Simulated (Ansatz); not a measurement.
# YTaSe3: from a guess to a relaxed structure, part 2 of 2

The task: take a trial cell of YTaSe3 to zero force and stress.

Ansatz 0.2.0; DFT PBE, scalar-relativistic, plane waves, PAW. Earlier steps stand in the parts before.

## 6. Full relaxation

The end of the coarse run is made exact in the group found at a tolerance of 0.06 Å and reduced to its primitive cell.

input.yaml

```yaml
crystal:
  lattice:
    - [7.012140165, 0.0, 0.0]
    - [-3.5060700825, 6.0726915178, 0.0]
    - [0.0, 0.0, 5.4560957884]
  atoms:
    - { symbol: "Y", position: [0.3333333333, 0.6666666667, 0.75] }
    - { symbol: "Y", position: [0.6666666667, 0.3333333333, 0.25] }
    - { symbol: Ta, position: [0.0, 0.0, 0.0] }
    - { symbol: Ta, position: [0.0, 0.0, 0.5] }
    - { symbol: Se, position: [0.8153313573, 0.6306627146, 0.75] }
    - { symbol: Se, position: [0.3693372854, 0.1846686427, 0.75] }
    - { symbol: Se, position: [0.8153313573, 0.1846686427, 0.75] }
    - { symbol: Se, position: [0.1846686427, 0.3693372854, 0.25] }
    - { symbol: Se, position: [0.6306627146, 0.8153313573, 0.25] }
    - { symbol: Se, position: [0.1846686427, 0.8153313573, 0.25] }
basis:
  ecutwfc: 420
kpoints:
  mp_grid: { grid: [6, 6, 8] }
hamiltonian:
  xc: pbe
scf:
  occupations: { method: gaussian, width: 0.1 }
output:
  forces: true
  stress: true
  eigenvalues: true
  write_density: true
  write_potential: true
  elf: true
  volumetric_format: npy
relax:
  adjacent_minimum: "off"
  f_tol: 0.01
  max_steps: 80
  cell: { stress_tol: 0.05 }
```

Run with:

```console
ansatz run input.yaml --threads 1 --pin off --max-ram 2560MiB --backend cpu --events-out ev --progress --plain --runs-dir out
```

Standard output:

```text
Warning: RAYON_NUM_THREADS=1 ignored (pool sized by the plan → 1); use --threads N
Engine: ansatz 0.2.0, aarch64-unknown-linux-gnu
Pseudopotentials: kind: paw
Pseudopotential: Y, paw, valence charge 11, recommended cutoff 420 eV (normal), Y.paw.azcp
Pseudopotential: Ta, paw, valence charge 13, recommended cutoff 420 eV (normal), Ta.paw.azcp
Pseudopotential: Se, paw, valence charge 16, recommended cutoff 420 eV (normal), Se.paw.azcp
Functional definition: PBE
  parameter kappa = 0.804
  parameter beta = 0.06672455060314922
  exchange = pbe_x(kappa = kappa, mu = beta*pi^2/3)
  correlation = pbe_c(beta = beta)
Crystal: 10 atoms, lattice volume = 232.335 Å³
Basis set: ecut = 420 eV, 4513 PW (Γ), exchange–correlation on 96×96×80 points (8 copies of the dense FFT grid, shifted against one another)
Bands: 87, of which v1, the nominal top of the filled ones, is band 72 counted from 1 (71 counted from 0)
Symmetry: 24 space group operations
Space group: P63/mmc (ITA 194), of the structure as read, at distance tolerance 6.1e-5 Å
k-points: 35 of 288
Non-local potential: Y, projectors of the file, l = 0: 3, l = 1: 2, l = 2: 2, l = 3: 1
Non-local potential: Ta, projectors of the file, l = 0: 3, l = 1: 2, l = 2: 2, l = 3: 1
Non-local potential: Se, projectors of the file, l = 0: 2, l = 1: 2, l = 2: 3, l = 3: 1
PAW form: soft (Blöchl's): semilocal exchange-correlation on the pseudo side does not see the compensation charge
PAW one-centre angular grid: Y, 590 points (default); XC on 64 Gauss nodes
PAW one-centre angular grid: Ta, 590 points (default); XC on 64 Gauss nodes
PAW one-centre angular grid: Se, 590 points (default); XC on 64 Gauss nodes
Initial density: superposition of atomic densities (neutral atoms: chi_scale 0, normalization atom), corrected by the library's trained network
Initial wavefunctions: pseudopotential atomic-orbital guess
Functional: x = pbe(κ = 0.804, μ = 0.2195149727645171), c = pbe(β = 0.06672455060314922)
SCF iter   1: F=—  HF=-60384.473483 eV  |F-HF|=—  |Δ(HF+E_count)|=         —  Δρ=4.94e-3  dr2=4.38e-2  ethr=1.77e-3  ⟨swp⟩=5.9  Hψ=11433  notcnv=0
preconditioner: auto → Kerker (q_TF=auto, 2.519 Å⁻¹)  [metal: Δε(μ)=0.042 eV  Ē_g=7.348 eV  σ=0.100 eV  W_gap=0.23  n_scr=58 (ndim 8)  ℏωp=17.6 eV  f_vac=0.000  D(μ)=3.55/eV (n_scr^D=20)]
SCF iter   2: F=—  HF=-60384.467889 eV  |F-HF|=—  |Δ(HF+E_count)|=   5.59e-3  Δρ=2.73e-3  dr2=1.48e-2  ethr=3.04e-5  ⟨swp⟩=1.3  Hψ=3600  notcnv=0
SCF iter   3: F=—  HF=-60384.466407 eV  |F-HF|=—  |Δ(HF+E_count)|=   1.48e-3  Δρ=4.28e-4  dr2=6.08e-4  ethr=1.03e-5  ⟨swp⟩=2.0  Hψ=5331  notcnv=0
SCF iter   4: F=—  HF=-60384.466504 eV  |F-HF|=—  |Δ(HF+E_count)|=   9.68e-5  Δρ=1.14e-4  dr2=4.28e-5  ethr=4.22e-7  ⟨swp⟩=3.0  Hψ=5069  notcnv=0
SCF iter   5: F=—  HF=-60384.466604 eV  |F-HF|=—  |Δ(HF+E_count)|=   1.00e-4  Δρ=4.75e-5  dr2=7.13e-6  ethr=2.98e-8  ⟨swp⟩=2.0  Hψ=5274  notcnv=0
SCF iter   6: F=—  HF=-60384.466604 eV  |F-HF|=—  |Δ(HF+E_count)|=   1.69e-7  Δρ=1.76e-5  dr2=1.02e-6  ethr=4.95e-9  ⟨swp⟩=2.0  Hψ=5271  notcnv=0
SCF iter   7: F=-60384.466604 eV  HF=-60384.466604 eV  |F-HF|=1.45e-8  |Δ(HF+E_count)|=   1.20e-7  Δρ=3.93e-6  dr2=6.38e-8  ethr=6.94e-11  ⟨swp⟩=10.3  Hψ=20162  notcnv=0
SCF 1 converged in 7 iterations: F = -60384.466604 eV  dr2 = 6.38e-8
relax step   1: F+E_penalty+E_count = -60384.46660423 eV  Δ(F+E_penalty+E_count) = +0.000e0 eV  max|allowed force component| = 3.828e-2 eV/Å  Δτ_max = 0.0000 Å  P = +0.042 GPa  Ω = 232.335 Å³  (7 SCF iters, dr2 threshold 1.00e-7 eV, accepted)
[... 14 lines left out ...]
relax step   2: F+E_penalty+E_count = -60384.47437974 eV  Δ(F+E_penalty+E_count) = -7.776e-3 eV  max|allowed force component| = 6.844e-2 eV/Å  Δτ_max = 0.0001 Å  P = +0.085 GPa  Ω = 232.655 Å³  energy of the carried Pulay correction = -3.556e-5 eV  (6 SCF iters, dr2 threshold 1.00e-6 eV, accepted)
[... 11 lines left out ...]
relax step   3: F+E_penalty+E_count = -60384.46909265 eV  Δ(F+E_penalty+E_count) = +5.287e-3 eV  max|allowed force component| = 1.848e-1 eV/Å  Δτ_max = 0.0144 Å  P = -0.561 GPa  Ω = 233.092 Å³  energy of the carried Pulay correction = -8.391e-5 eV  (6 SCF iters, dr2 threshold 3.54e-7 eV, rejected (line search))
[... 13 lines left out ...]
relax step   4: F+E_penalty+E_count = -60384.47600704 eV  Δ(F+E_penalty+E_count) = -1.627e-3 eV  max|allowed force component| = 4.225e-3 eV/Å  Δτ_max = 0.0039 Å  P = -0.007 GPa  Ω = 232.491 Å³  energy of the carried Pulay correction = -1.741e-5 eV  (9 SCF iters, accepted)
[... 11 lines left out ...]
relax step   5: F+E_penalty+E_count = -60384.47607373 eV  Δ(F+E_penalty+E_count) = -6.669e-5 eV  max|allowed force component| = 6.028e-5 eV/Å  Δτ_max = 0.0002 Å  P = -0.000 GPa  Ω = 232.425 Å³  energy of the carried Pulay correction = -1.006e-5 eV  (6 SCF iters, dr2 threshold 9.54e-9 eV, accepted)
[... 9 lines left out ...]
relax step   6: F+E_penalty+E_count = -60384.47610284 eV  Δ(F+E_penalty+E_count) = -2.912e-5 eV  max|allowed force component| = 4.164e-5 eV/Å  Δτ_max = 0.0000 Å  P = -0.000 GPa  Ω = 232.425 Å³  stress off target by 2.34e-3 GPa  SCF on the basis re-selected at this cell (its energy is not comparable with the rows above)  (6 SCF iters)
basis re-selected at this cell: Δ(F+E_penalty+E_count) = -2.912e-5 eV, ΔP = +0.000 GPa vs the last step (what re-selecting the basis moved, of the pressure what is left beyond the Pulay correction that the steps carried, after the strain that the cell walked since its last selection, with what the two solves' SCF thresholds leave and, on support functions, any second-order correction that the steps lacked; it is no measure of the basis error at this ecutwfc). This SCF's stress stands 2.34e-3 GPa from its target on what of the cell is left free (relax.cell.stress_tol is 5.00e-2 GPa) and its largest allowed force component is 4.16e-5 eV/Å (relax.f_tol is 1.00e-2 eV/Å): within both
SCF converged after 6 iterations
Free energy (F): -60384.476103 eV
Harris-Foulkes:  -60384.476103 eV  (|F-HF|=1.46e-11)
Internal energy: -60384.460537 eV  (E = F + TS)
E sigma→0 (E₀):  -60384.468320 eV
Entropy (-TS):   -0.015566 eV (-1.557 meV/atom)
Fermi energy:    12.280443 eV
--- Per-component energies (eV) ---
  E_band       = -2619.388068
  E_kinetic    = 2053.728621
  E_local      = -17291.040690  (includes V_loc(G=0)·N_el)
  E_nonlocal   = -3446.423580
  E_hartree    = 8240.579310
  E_xc         = -1411.727396
  E_vxc        = -1399.322114  (∫ρ·V_xc dr)
  E_paw        = -33911.043217  (= ΣΔE_a)
  E_vpaw       = 982.514488  (= ΣTr[D̂ρ^β])
  E_aug_tail   = -0.003272  (compensation charges beyond the density's cutoff)
  E_ewald      = -14618.530313
  E_smearing   = -0.015566  (= −TS)
  E_closure    = 0.000000  (closes the sum)
  Σ components = -60384.476103   (vs F -60384.476103, Δ=0.00e0)
--- Forces (eV/Å), atoms counted from 1 ---
  atom   1  Y     -0.00000000     0.00000000     0.00000000
  atom   2  Y      0.00000000    -0.00000000    -0.00000000
  atom   3  Ta     0.00000000    -0.00000000    -0.00000000
  atom   4  Ta     0.00000000     0.00000000     0.00000000
  atom   5  Se     0.00000000    -0.00004164     0.00000000
  atom   6  Se     0.00003606     0.00002082    -0.00000000
  atom   7  Se    -0.00003606     0.00002082    -0.00000000
  atom   8  Se     0.00000000     0.00004164    -0.00000000
  atom   9  Se    -0.00003606    -0.00002082     0.00000000
  atom  10  Se     0.00003606    -0.00002082     0.00000000
  max |Σ_I F_I| component: 1.27e-17 eV/Å
--- Stress (GPa, compression-positive) ---
        0.000707       0.000000       0.000000
        0.000000       0.000707      -0.000000
        0.000000      -0.000000      -0.002342
  P = ⅓ Tr σ = -0.0003 GPa (-0.003 kbar)
--- Band table (eV; the first three rows and the last of 35) ---
  k-point 0: bands = ["-56.4987", "-56.3986", "-35.9673", "-35.9671", "-35.9646", "-35.9646", "-35.9642", "-35.9642", "-35.9642", "-35.9637", "-35.9637", "-35.9636", "-35.9626", "-35.9626", "-35.9573", "-35.9573", "-35.9572", "-35.9572", "-35.9539", "-35.9536", "-35.9430", "-35.9427", "-35.9421", "-35.9421", "-35.9421", "-35.9420", "-35.9420", "-35.9420", "-35.9420", "-35.9411", "-35.9411", "-35.9402", "-32.8318", "-32.8310", "-23.5659", "-23.1750", "-23.1750", "-23.0008", "-23.0008", "-22.2465", "-12.7199", "-12.7122", "-12.7092", "-12.7092", "-12.7002", "-12.7002", "-2.8117", "-1.3808", "-1.1445", "-1.1445", "-1.0355", "-1.0355", "4.6969", "6.0516", "6.4978", "6.4978", "6.9003", "8.1776", "8.1776", "8.2313", "8.2313", "8.2494", "8.2494", "8.8605", "8.8605", "9.1378", "9.8338", "10.0004", "10.9878", "10.9878", "10.9944", "10.9944", "11.8216", "12.4512", "12.4879", "12.7807", "12.7807", "13.3348", "13.3348", "13.4743", "13.4743", "13.5790", "14.0691", "14.0903", "14.0903", "14.5045", "14.5045"]
[... 3 lines left out ...]
--- Relaxed structure (5 steps of the walk, 4 accepted, 1 SCFs on fresh bases) ---
  F+E_penalty+E_count = -60384.47610284 eV   max|allowed force component| = 4.164e-5 eV/Å   (the final SCF, on the basis selected at the relaxed cell)
  cell:  # Å, volume = 232.4252 Å³
    - [7.046617391407881, 0.0, -1.3546807187742864e-33]
    - [-3.5233086957039403, 6.1025496717084575, 6.139247963344137e-34]
    - [-8.261608694298558e-34, -5.697661168481763e-35, 5.404945009520902]
  atoms:
    - { symbol: Y, position: [0.33333333333333337, 0.6666666666666667, 0.7500000000000001] }
    - { symbol: Y, position: [0.6666666666666666, 0.33333333333333337, 0.25000000000000006] }
    - { symbol: Ta, position: [5.8943081343530174e-21, 1.874642039323279e-20, 3.2458241897805044e-35] }
    - { symbol: Ta, position: [5.8943081343530596e-21, 1.8746420393232877e-20, 0.5000000000000001] }
    - { symbol: Se, position: [0.8150013249965098, 0.6300026499930196, 0.7500000000000001] }
    - { symbol: Se, position: [0.36999735000698064, 0.18499867500349035, 0.7500000000000001] }
    - { symbol: Se, position: [0.8150013249965098, 0.18499867500349035, 0.7500000000000001] }
    - { symbol: Se, position: [0.18499867500349035, 0.3699973500069807, 0.25000000000000006] }
    - { symbol: Se, position: [0.6300026499930195, 0.81500132499651, 0.25000000000000006] }
    - { symbol: Se, position: [0.1849986750034905, 0.81500132499651, 0.25000000000000006] }
```

It took 4.3 min on 1 thread of Arm Neoverse V2, shared host; peak memory 0.85 GiB.

Relaxation path:

| step | energy from step 1 (eV/cell) | largest force component (eV/Å) | pressure (GPa) | volume (Å³) |
| --- | --- | --- | --- | --- |
| 1 | 0.0000 | 0.0383 | 0.04 | 232.33 |
| 2 | -0.0078 | 0.0684 | 0.09 | 232.66 |
| 3 | -0.0025 | 0.1848 | -0.56 | 233.09 |
| 4 | -0.0094 | 0.0042 | -0.01 | 232.49 |
| 5 | -0.0095 | 0.0001 | 0.00 | 232.43 |
| 6 | -0.0095 | 0.0000 | 0.00 | 232.43 |

Step 1 is the start. Step 6 repeats the geometry before it on a plane-wave basis chosen anew for that cell, so its energy need not be comparable with the rows above. Step 3 was tried and not accepted.

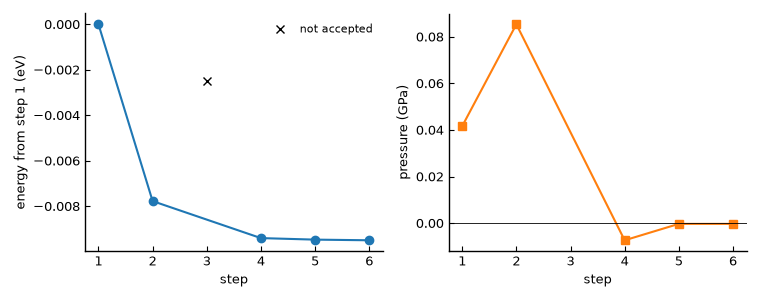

Energy and pressure along the relaxation.

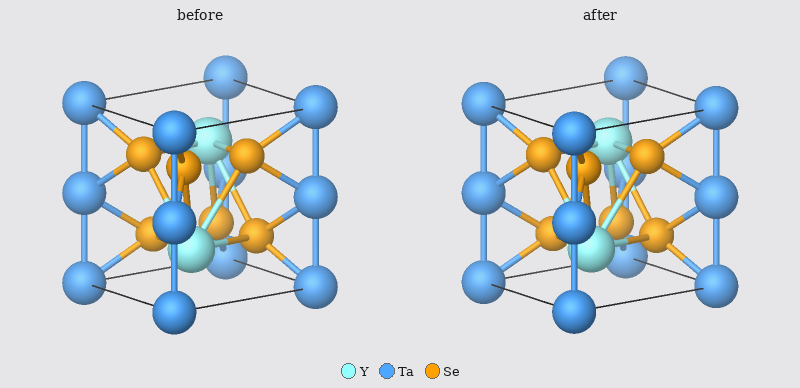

Before and after, at one scale. The change is too small to see at this scale.

|  | before | after | change |
| --- | --- | --- | --- |
| a (Å) | 7.012 | 7.047 | +0.5 % |
| b (Å) | 7.012 | 7.047 | +0.5 % |
| c (Å) | 5.456 | 5.405 | -0.9 % |
| volume (Å³/atom) | 23.23 | 23.24 | 0.0 % |
| shortest distance (Å) | 2.625 | 2.631 | +0.2 % |
| space group (0.01 Å) | P6_3/mmc | P6_3/mmc | same |

Forces and stress were held to the start's 24 operations: a distortion of lower symmetry was not tested.

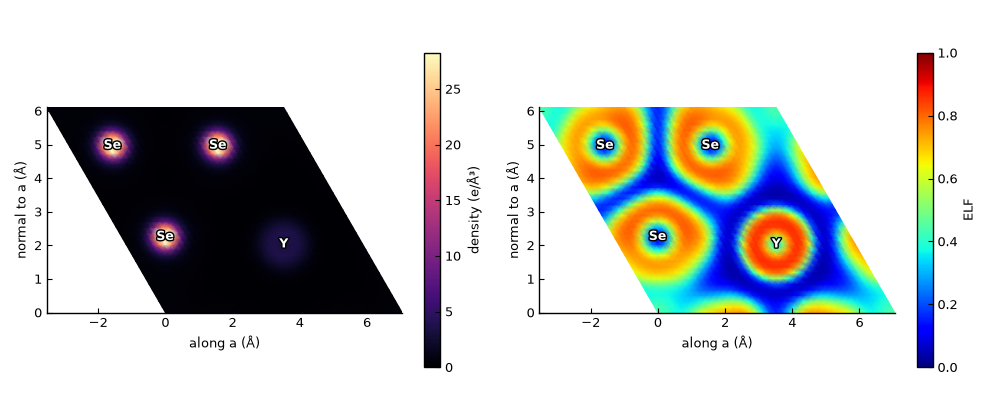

Density (left) and ELF (right) in a lattice plane of the grid's cell (edges 7.05 and 7.05 Å, at 0.250 of the third edge), which holds Y and Se. Only atoms in the plane are labelled; the density scale stops at 28.25 e/Å³. Both are smooth fields of the valence electrons: close to the nuclei they are not physical.

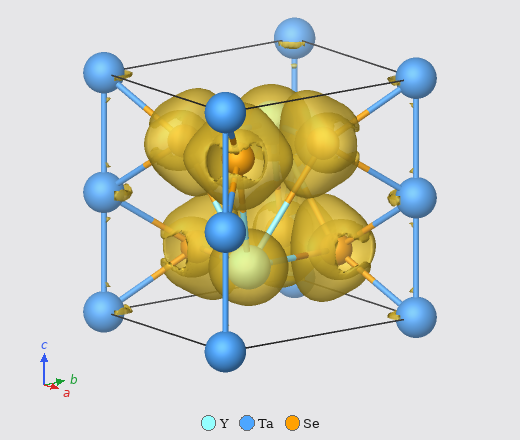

Surface of ELF = 0.75, drawn in one cell.

Maxima of ELF outside the ion cores: 0.83 in the shell around Se, 0.9 Å from Se; 0.81 beside Se, off the lines to its neighbours, 0.9 Å from Se.

## 7. Changed: ecutwfc 500 eV

input.yaml

```yaml
crystal:
  lattice:
    - [7.0466173914, 0.0, 0.0]
    - [-3.5233086957, 6.1025496717, 0.0]
    - [0.0, 0.0, 5.4049450095]
  atoms:
    - { symbol: "Y", position: [0.3333333333, 0.6666666667, 0.75] }
    - { symbol: "Y", position: [0.6666666667, 0.3333333333, 0.25] }
    - { symbol: Ta, position: [0.0, 0.0, 0.0] }
    - { symbol: Ta, position: [0.0, 0.0, 0.5] }
    - { symbol: Se, position: [0.815001325, 0.63000265, 0.75] }
    - { symbol: Se, position: [0.36999735, 0.184998675, 0.75] }
    - { symbol: Se, position: [0.815001325, 0.184998675, 0.75] }
    - { symbol: Se, position: [0.184998675, 0.36999735, 0.25] }
    - { symbol: Se, position: [0.63000265, 0.815001325, 0.25] }
    - { symbol: Se, position: [0.184998675, 0.815001325, 0.25] }
basis:
  ecutwfc: "500 eV"
kpoints:
  mp_grid: { grid: [6, 6, 8] }
hamiltonian:
  xc: pbe
scf:
  occupations: { method: gaussian, width: 0.1 }
output:
  forces: true
  eigenvalues: true
  stress: true
```

Run with:

```console
ansatz run input.yaml --threads 1 --pin off --max-ram 2560MiB --backend cpu --events-out ev --progress --plain --runs-dir out
```

Standard output, shortened:

```text
Warning: RAYON_NUM_THREADS=1 ignored (pool sized by the plan → 1); use --threads N
[...]
[... 5 set-up lines as earlier in the session ...]
[...]
Crystal: 10 atoms, lattice volume = 232.425 Å³
Basis set: ecut = 500 eV, 5917 PW (Γ), exchange–correlation on 108×108×80 points (8 copies of the dense FFT grid, shifted against one another)
Bands: 87, of which v1, the nominal top of the filled ones, is band 72 counted from 1 (71 counted from 0)
[... 2 set-up lines as earlier in the session ...]
k-points: 35 of 288
[...]
SCF converged after 7 iterations
Free energy (F): -60384.479652 eV
[...]
E sigma→0 (E₀):  -60384.471869 eV
Entropy (-TS):   -0.015567 eV (-1.557 meV/atom)
Fermi energy:    12.280374 eV
[...]
--- Forces (eV/Å), atoms counted from 1 ---
  atom   1  Y      0.00000000     0.00000000     0.00000000
  atom   2  Y      0.00000000     0.00000000     0.00000000
  atom   3  Ta    -0.00000000     0.00000000     0.00000000
  atom   4  Ta     0.00000000     0.00000000     0.00000000
  atom   5  Se     0.00000000     0.00021196     0.00000000
  atom   6  Se    -0.00018356    -0.00010598     0.00000000
  atom   7  Se     0.00018356    -0.00010598     0.00000000
  atom   8  Se     0.00000000    -0.00021196     0.00000000
[...]
--- Stress (GPa, compression-positive) ---
       -0.002116       0.000000       0.000000
       -0.000000      -0.002116       0.000000
        0.000000       0.000000      -0.004498
  P = ⅓ Tr σ = -0.0029 GPa (-0.029 kbar)
--- Band table (eV; the first three rows and the last of 35) ---
[...]
```

Run time: 43 s. Hardware: 1 thread of Arm Neoverse V2, shared host; peak memory 0.93 GiB.

```tsv
run	ending	energy change	pressure (GPa)	gap (eV)	force (eV/Å)	cycles	time
step 6	converged	0	0.0	0.00	0.00	-	4.3 min
variant	converged	-0.4 meV/atom	0.0	0.00	0.00	7	43 s
```

Changing the cutoff leaves the energy as it was (-0.4 meV/atom).

## 8. Outcome

This closing draws on all 2 parts. Changes of volume or cell count from the first structure of part 1.

```
                              quantity                                                                       value
symmetry at the end (tolerance 0.05 Å)                                              space group P6_3/mmc (No. 194)
                     conventional cell  a = 7.047 Å, b = 7.047 Å, c = 5.405 Å, α = 90.00°, β = 90.00°, γ = 120.00°
                                volume                                                               23.24 Å³/atom
              energy over the elements                                                               -0.82 eV/atom
                       gap on the mesh                                                                none (metal)
```

The space group P6_3/mmc (No. 194) is kept, and the volume per atom shrinks by 21.9 % from the first guess. A negative formation energy is needed for stability but isn't enough; other structures and compounds were not set against it here. No finished test with a distortion of lower symmetry is shown, so the end may be a saddle point. The runs treat Ta without spin-orbit coupling. Other magnetic orders were not searched.
